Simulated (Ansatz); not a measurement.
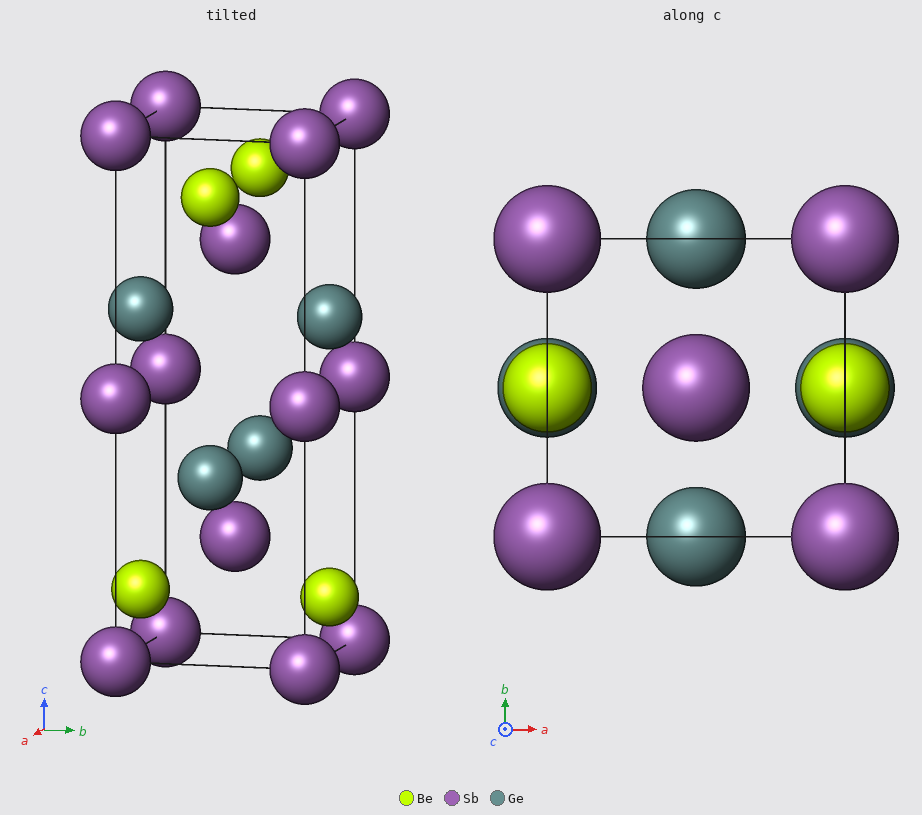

The image is a spheres-only drawing of a crystal, viewed slightly off an axis and along the c axis. The conventional unit cell is outlined; an atom on or near a face, edge or corner is repeated at each equivalent position.

BeGeSb$_{2}$, space group P-4m2 (No. 115), a = 4.232 Å, b = 4.232 Å, c = 11.528 Å, α = 90.00°, β = 90.00°, γ = 90.00°. The initial geometry was a structure type filled with these elements by a generator (whether the compound takes this form wasn't checked). Earlier steps of the study may have refined or changed the cell and positions. An electronic-structure calculation with Ansatz was run on it.

This one geometry was computed with Ansatz (DFT, plane waves, PAW) at three levels of theory: PBE with spin-orbit coupling, r2SCAN and PBE. It was relaxed beforehand with r2SCAN.

**How does the band gap change with the level of theory?**

All levels give a metal.

**Collect the results in a table.**

| level | cutoff (eV) | k-mesh of the run's cell | gap (eV) | pressure (GPa) |
| --- | --- | --- | --- | --- |
| PBE with spin-orbit coupling | 420 | 6×6×2 | metal | 1.3 |
| r2SCAN | 500 | 6×6×2 | metal | 0.0 |
| PBE | 420 | 6×6×2 | metal | 1.3 |

Gaps are taken on the k-mesh or band path of each run.
